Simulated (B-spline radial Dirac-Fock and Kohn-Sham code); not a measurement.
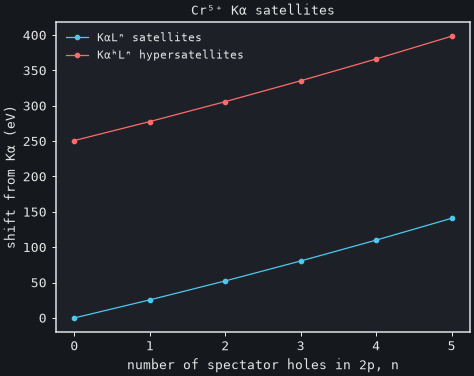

Shifts of Kα satellites and hypersatellites with the number of spectator holes in 2p, counted from the Kα line without spectators. It refers to Cr⁵⁺ in the configuration [Ar] 3d1. The calculation used Dirac–Fock ΔSCF (average of configuration, Fermi nucleus, Breit and QED terms, no correlation) (a B-spline radial code).

The Kα centroid lies at 5.4081 keV. One spectator hole shifts it by 25.5 eV and 5 holes by 141 eV; the steps grow from 25.5 eV to 30.9 eV. The hypersatellite (both 1s electrons missing) lies 251 eV above Kα as an average over its terms.
